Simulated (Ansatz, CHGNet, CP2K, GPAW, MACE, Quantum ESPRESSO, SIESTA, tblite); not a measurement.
# Which run comes nearest? Σ5 (001) twist boundary in Ge (77 atoms)

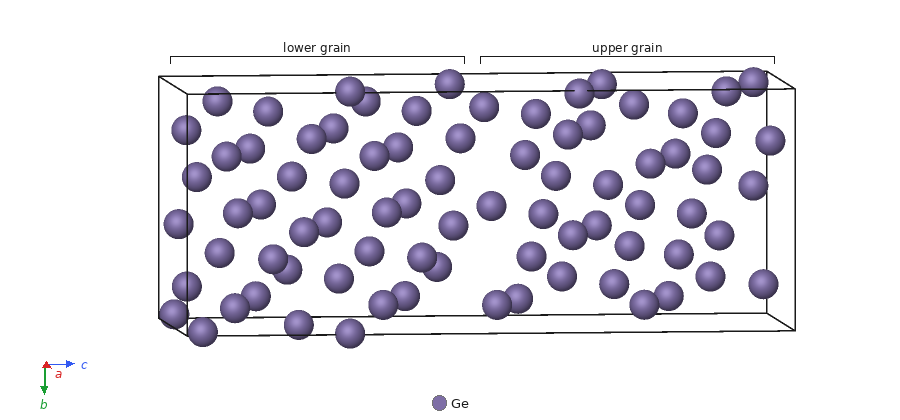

The cell (germanium purple). Some periodic images of atoms are drawn too.

The cell holds 77 atoms: 77 Ge. Cell: a = 8.946 Å, b = 8.946 Å, c = 22.565 Å, α = 90.0°, β = 90.0°, γ = 90.0°. It derives from Ge (diamond-structure). Diamond-structure Ge (a = 5.658 Å); two grains turned against each other by 36.87 deg about [001]; 1 x 1 coincidence cells, 2 lattice periods a grain, two boundaries a cell, upper grain shifted by [0.031, 0.71] of the boundary cell and opened by 0.2 Å, one atom of each pair nearer than 2.009 Å removed; minimised with a classical potential (one cell length free). Then every atom was moved at random, 0.02 Å r.m.s. a Cartesian component. Regions: lower grain, 40 atoms (40 Ge); upper grain, 37 atoms (37 Ge).

Geometry: as built.

The reference, a calculation:

* method: Kohn-Sham DFT, PBE, SSSP efficiency 1.3.0 pseudopotentials, plane waves (Quantum ESPRESSO 7.5); sssp-pbe-1.3.0-efficiency, cutoffs 45/360 Ry, Γ point
* r.m.s. force component: 0.4065 eV/Å
* longest force: 1.733 eV/Å
* pressure: 5.283 GPa
* time: 6 min on 4 MPI ranks of Arm Neoverse V2, shared host
* CPU time: 24 min

Runs, in no order:
A. GPAW PBE, LCAO sz(dzp), h 0.2 Å: Kohn-Sham DFT, PBE, PAW, atomic orbitals (sz(dzp))
B. CP2K revPBE, PBE potentials, DZVP-UZH, 350/50 Ry, diagonalisation: Kohn-Sham DFT, revPBE, GTH-PBE pseudopotentials, Gaussian and plane waves, DZVP-MOLOPT (UZH set), diagonalisation
C. SIESTA PBE, DZP, shift 0.01 Ry, mesh 300 Ry: Kohn-Sham DFT, PBE, PseudoDojo 0.4.1 norm-conserving pseudopotentials (converted to PSML), numerical atomic orbitals (DZP), diagonalisation
D. GPAW PBE, LCAO dzp, h 0.2 Å: Kohn-Sham DFT, PBE, PAW, atomic orbitals (dzp)

**Question.** Rank the runs by how far their forces lie from the reference's, least first.

B, D, C, A.

| run | Δ force, r.m.s. (meV/Å) | share of r.m.s. force (%) | CPU time |
| --- | --- | --- | --- |
| B. CP2K revPBE, PBE potentials, DZVP-UZH, 350/50 Ry, diagonalisation | 18.4 | 4.53 | 3.1 min |
| D. GPAW PBE, LCAO dzp, h 0.2 Å | 60.8 | 14.9 | 4.1 min |
| C. SIESTA PBE, DZP, shift 0.01 Ry, mesh 300 Ry | 111 | 27.2 | 7.2 min |
| A. GPAW PBE, LCAO sz(dzp), h 0.2 Å | 226 | 55.5 | 71 s |

The electronic-structure runs sample only Γ, in a cell whose shortest periodic width is 9 Å, which is coarse for a cell with partly filled levels.

[Hosts, paths, dates, database ids (printed as entryN), source tags and the programs' standing remarks are cut or masked in the printed files.]
